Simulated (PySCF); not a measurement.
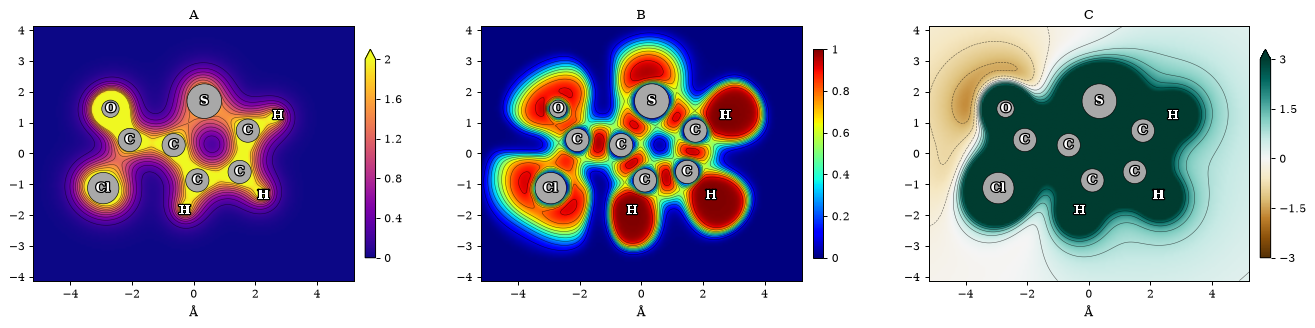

C5H3ClOS (SMILES O=C(Cl)c1cccs1): 3 fields on the molecular plane, with unlabelled colour scales. Grey discs cover the atomic cores.

Geometry: GFN2-xTB.

These are results of PySCF 2.14.0, PBE0/pcSseg-1, SCF density, gas phase, non-relativistic, not measurements.

```
atom    x (Å)    y (Å)    z (Å)
   O   2.6456   1.1403   1.0506
   C   2.0494   0.2899   0.4686
  Cl   2.9389  -1.0990  -0.2060
   C   0.6399   0.2064   0.2115
   C  -0.0941  -0.7507  -0.4525
   C  -1.4622  -0.4548  -0.4826
   C  -1.7578   0.7173   0.1541
   S  -0.3796   1.4859   0.8037
   H   0.3471  -1.6247  -0.8948
   H  -2.1998  -1.0788  -0.9536
   H  -2.7221   1.1709   0.2752
```

Q: The panels show electron density, electron localisation function and electrostatic potential in some order. Assign them.

A: Panel A: electron density. Panel B: electron localisation function. Panel C: electrostatic potential (strongly positive close to the atoms, with negative regions outside electron-rich atoms). From the grid: C–O (1.19 Å): the density is about 3.4 e/Å³ at the midpoint; the ELF peaks at about 0.85 between the atoms: a short, multiple covalent bond. C–C (1.37 Å): the density is about 2.2 e/Å³ at the midpoint; the ELF peaks at about 0.95 between the atoms (a covalent bond).
